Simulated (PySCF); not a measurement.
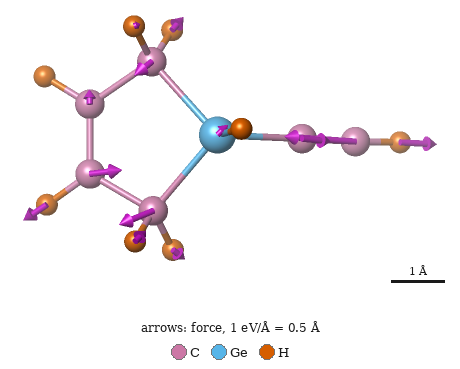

Starting geometry of C6H8Ge with the computed forces as purple arrows. A ball-and-stick model, seen face on.

The start comes from GFN2-xTB. Its atoms were then displaced at random by about 0.01 Å.

Computed with PBE0-D3(BJ)/def2-SVP geometry optimisation, gas phase in PySCF. 

Question: Is this structure relaxed? If not, where do the atoms go?

Answer: It isn't relaxed: the largest force vector, on a C atom, is 3.28 eV/Å. The final displacements follow the starting forces only in part (cosine between the two patterns 0.34). The energy falls by 13.2 kJ/mol in 7 geometry steps. The largest moves after the best rigid fit, 0.062 Å, are those of C and H atoms. Largest moves by element: C 0.062 Å, H 0.062 Å, Ge 0.019 Å. Among the contacts that change: C–H 1.038 → 1.076 Å, C–H 1.065 → 1.096 Å, C–Ge 1.940 → 1.968 Å, C–H 1.128 → 1.103 Å. Bond angles that change, for instance: Ge–C–H 115.6° → 111.7°, C–C–H 108.3° → 111.9°, C–C–H 108.7° → 111.9°. Cost: 4.5 min on 1 thread of Intel(R) Xeon(R) Processor @ 2.50GHz, with other jobs on the host.
